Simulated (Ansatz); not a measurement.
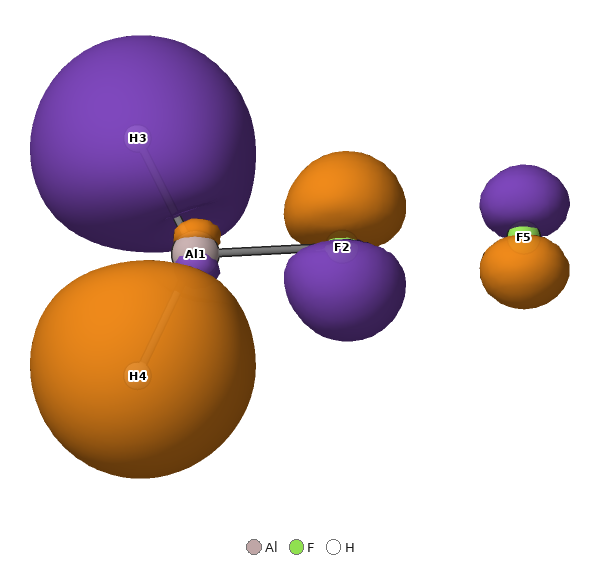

The picture shows: AlFH2···F (doublet). One frontier orbital at ±0.08 Å⁻³ᐟ² (orange and purple are the two phases), seen at an oblique angle.

These are results of Ansatz 0.2.0, UKS PBE/cc-pVDZ, not measurements.

The calculation's input:

```
crystal:
  periodic: [false, false, false]
  atoms:
    - { symbol: Al, position_ang: [0.0, 0.0, -0.362796] }
    - { symbol: F, position_ang: [0.0, 0.0, 2.515488] }
    - { symbol: H, position_ang: [1.427626, 0.0, -1.131096] }
    - { symbol: H, position_ang: [-1.427626, 0.0, -1.131096] }
    - { symbol: F, position_ang: [0.0, 0.0, 3.8695] }
magnetization:
  spin_polarized: true
  initial_magnetization: 1
basis:
  gaussian: { orbitals: cc-pVDZ }
hamiltonian:
  xc: pbe
relax:
  f_tol: 0.03
  max_steps: 50
output:
  orbitals: {}
```

Command:

```sh
ansatz run input.yaml --threads 1 --pin off --max-ram 2048MiB --backend cpu --events-out ev --progress --plain --runs-dir out
```

The fields are those of the run's last geometry, not of the input's.

### Which orbital is it: HOMO (α) or LUMO (α)?

The HOMO (α), at −7.76 eV. It lies mainly on Al1 (about 30 %), H3 (about 25 %), H4 (about 25 %) and F2 (about 15 %); it is symmetric in the molecular plane (an in-plane orbital: σ, lone-pair or in-plane π type).
